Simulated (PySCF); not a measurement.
**C7H6N (SMILES [H]/[C]=C1/C=CC(/C=N\[H])=C1) (doublet): density, localisation and related maps**

| atom | x (Å) | y (Å) | z (Å) |
| --- | --- | --- | --- |
| C | 2.8909 | -0.5548 | -0.1803 |
| C | 1.6511 | -0.1480 | -0.0960 |
| C | 1.1594 | 1.2292 | -0.0046 |
| C | -0.1803 | 1.2079 | 0.0649 |
| C | -0.6402 | -0.1777 | 0.0231 |
| C | -2.0232 | -0.6236 | 0.0756 |
| N | -3.0666 | 0.0774 | 0.1651 |
| C | 0.4385 | -0.9916 | -0.0717 |
| H | 3.4097 | -1.4837 | -0.2510 |
| H | 1.8099 | 2.0828 | 0.0010 |
| H | -0.8299 | 2.0617 | 0.1389 |
| H | -2.1684 | -1.7003 | 0.0309 |
| H | -2.9127 | 1.0837 | 0.2055 |
| H | 0.4612 | -2.0634 | -0.1234 |

Geometry: GFN2-xTB.

The calculation used UKS B3LYP, pcH-1 on C H N, non-relativistic, mean-field spin-orbit, GIAO (PySCF).

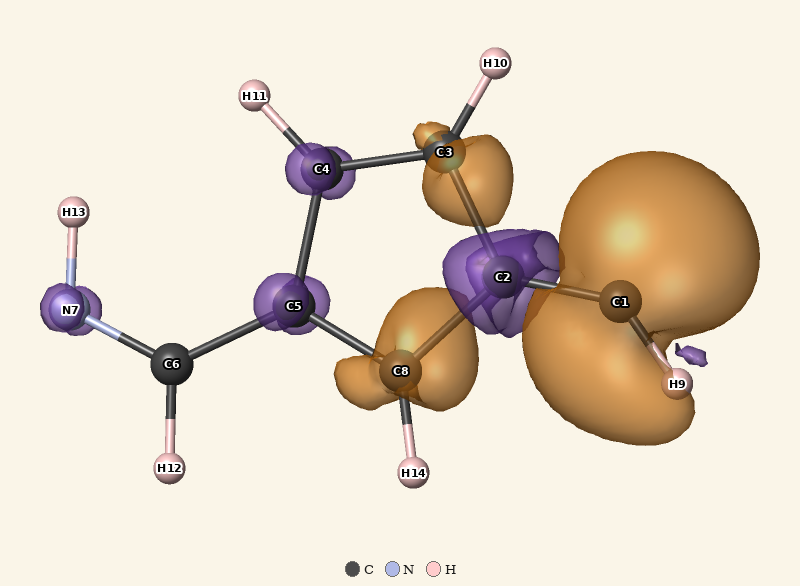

Figure 1. Isosurfaces of the spin density at +0.02 (orange) and −0.02 e/Å³ (purple), seen at a tilt.

Which atoms carry the spin?

Answer. The unpaired spin (1 electron) lies mostly on C1 (about 0.8), in electrons by Hirshfeld's partition.

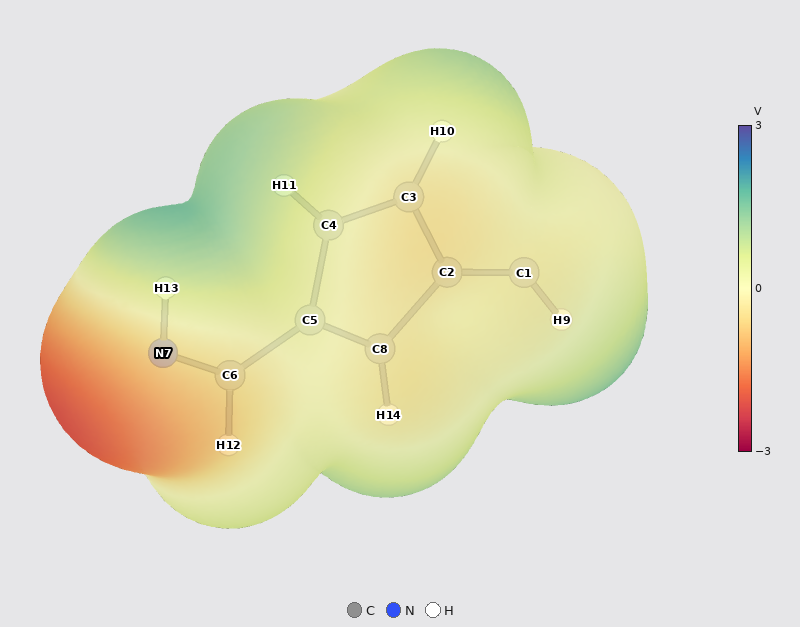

Figure 2. The molecular electrostatic potential painted on the density surface at 0.002 e/bohr³, seen at a tilt; red is negative and blue positive.

Describe the electrostatic potential map.

Answer. The most negative region (about −2.1 V) lies over N7, the most positive (about +1.7 V) over H9. N7 is the likeliest acceptor of a hydrogen bond.

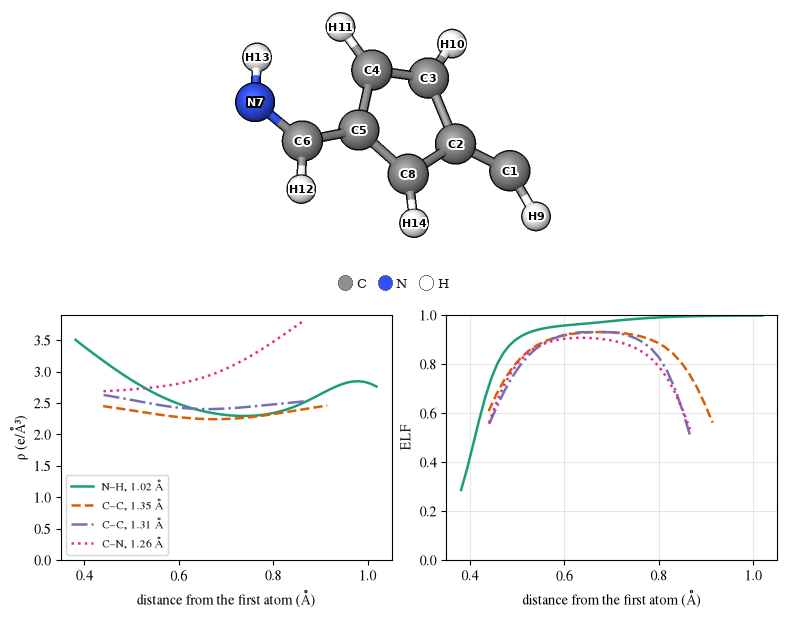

Figure 3. Electron density and electron localisation function along straight lines between neighbouring atoms. The curves leave out the atomic cores. The structure is drawn too.

Compare the contacts.

Answer. N–H (1.02 Å): the density is about 2.8 e/Å³ at the midpoint; the ELF climbs to about 1 towards the hydrogen, as it does in any bond to H; an ordinary covalent bond to hydrogen.
C–C (1.35 Å): the density is about 2.2 e/Å³ at the midpoint; the ELF peaks at about 0.95 between the atoms: localised, covalent bonding.
C–C (1.31 Å): the density is about 2.4 e/Å³ at the midpoint; the ELF peaks at about 0.95 between the atoms; a multiple bond.
C–N (1.26 Å): ρ is about 2.9 e/Å³ halfway; the ELF peaks at about 0.90 between the atoms: a multiple bond.
